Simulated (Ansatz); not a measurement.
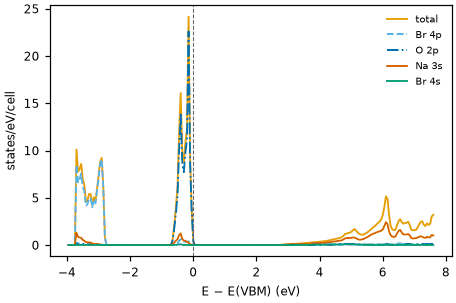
Figure. Total and projected density of states of Na₃BrO (anti-perovskite, Pm-3m), DFT-r²SCAN in the program Ansatz with PAW potentials

Which orbitals carry the states next to the gap?

Top 1 eV of the valence band: O 2p 89 %, Na 3s 5 %. Bottom 1 eV of the conduction band: Na 3s 63 %, Br 4s 14 %, O 2s 8 %, O 2p 6 %. Projections are on Löwdin-orthogonalised atomic valence shells; empty p or d shells of many metals are not among them.

The workflow started from a Materials Project entry (that database holds measured and hypothetical structures alike); the Crystallography Open Database copy checked does not list it. Its standing as an ambient phase is unchecked. The r²SCAN relaxation kept the symmetry of its start; its stability against distortions is not shown here. Spin–orbit coupling is left out wherever it is not named.

Potentials: the later of the program's two PAW sets.
